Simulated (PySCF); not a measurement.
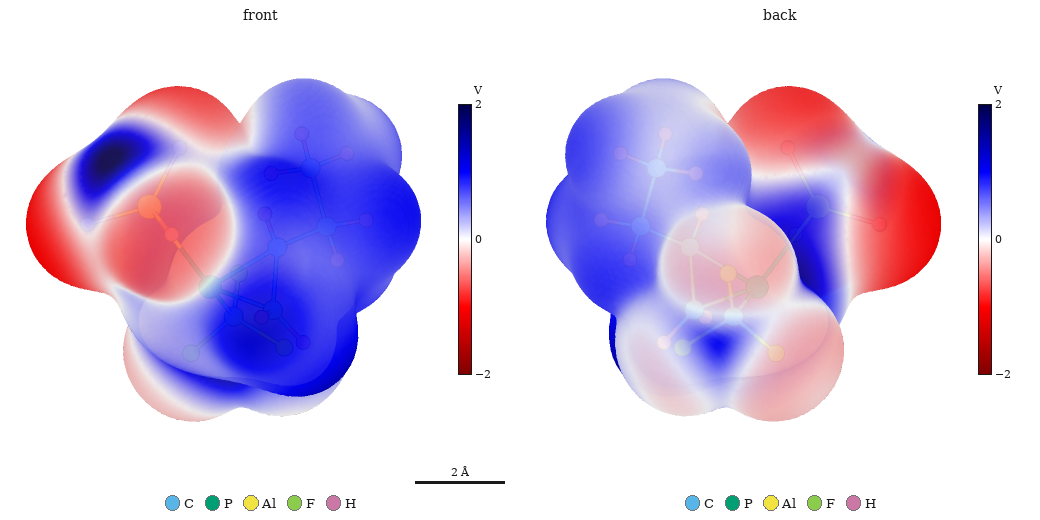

C5H11AlF3P. The molecular electrostatic potential painted on the density surface at 0.002 e/bohr³, seen from the front and from behind; the colour scale runs from red (negative) to blue (positive).

Geometry: GFN2-xTB.

The calculation used PySCF, PBE0/pcSseg-1, SCF density, gas phase, non-relativistic.

```yaml
atoms:
  - { symbol: C, position_ang: [2.0752, 0.7886, -0.5725] }
  - { symbol: C, position_ang: [1.5738, -0.2859, 0.3850] }
  - { symbol: C, position_ang: [0.1737, 0.0127, 0.8620] }
  - { symbol: C, position_ang: [-0.7066, -1.0297, 1.4778] }
  - { symbol: P, position_ang: [-1.3631, -0.3533, -0.0980] }
  - { symbol: Al, position_ang: [-1.9558, 2.0763, 0.0831] }
  - { symbol: C, position_ang: [-0.7668, -1.6581, -1.3482] }
  - { symbol: F, position_ang: [0.0382, -1.1368, -2.2816] }
  - { symbol: F, position_ang: [-1.8439, -2.1361, -1.9841] }
  - { symbol: F, position_ang: [-0.1276, -2.7154, -0.8308] }
  - { symbol: H, position_ang: [1.4378, 0.8414, -1.4533] }
  - { symbol: H, position_ang: [2.0686, 1.7618, -0.0877] }
  - { symbol: H, position_ang: [3.0894, 0.5658, -0.8928] }
  - { symbol: H, position_ang: [2.2228, -0.3187, 1.2658] }
  - { symbol: H, position_ang: [1.6278, -1.2656, -0.0921] }
  - { symbol: H, position_ang: [0.0888, 1.0021, 1.3213] }
  - { symbol: H, position_ang: [-0.3640, -2.0576, 1.4703] }
  - { symbol: H, position_ang: [-1.2804, -0.7571, 2.3545] }
  - { symbol: H, position_ang: [-0.6354, 2.8285, -0.2860] }
  - { symbol: H, position_ang: [-3.1593, 2.0989, -0.9039] }
  - { symbol: H, position_ang: [-2.2021, 1.7552, 1.6108] }
```

**Describe the electrostatic potential map.**

The most negative region (about −1.0 V) lies over H20, the most positive (about +1.8 V) over Al6.

**How polar is the molecule by this calculation?**

Its dipole moment is 3.63 D.
